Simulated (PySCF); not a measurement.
SMILES C[CH2][Al]([NH2])[CH2]C (C₄H₁₂AlN) at its GFN2-xTB optimised geometry (Å):

```
18

Al     0.2952    -0.6364     0.0000
C     -0.6731    -2.3987     0.0013
C     -2.2036    -2.2777    -0.0089
H     -0.3700    -2.9911     0.8762
H     -0.3588    -2.9995    -0.8639
H     -2.5419    -1.7416    -0.8945
H     -2.5524    -1.7282     0.8644
H     -2.6804    -3.2593    -0.0042
C     -0.7165     1.1046     0.0000
C      0.2107     2.3275    -0.0065
H     -1.3809     1.1722     0.8726
H     -1.3886     1.1684    -0.8669
H      0.8484     2.3212    -0.8895
H      0.8565     2.3244     0.8706
H     -0.3574     3.2593    -0.0056
N      2.0744    -0.6364     0.0000
H      2.6611    -1.4619     0.0007
H      2.6804     0.1746     0.0000
```

Computed with PySCF with PBE0/def2-SVP. Cells within 0.4 Å of a nucleus heavier than hydrogen are left out (blank, or x).

Map of the electron localisation function on the plane z = 0.0 Å:

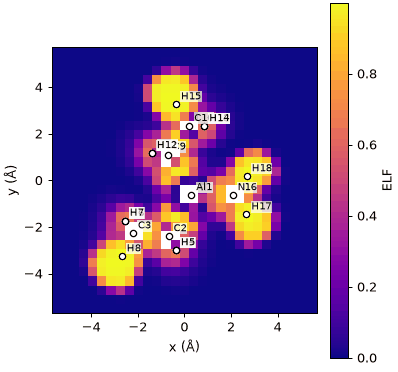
Electron localisation function on the plane z = 0.0 Å.
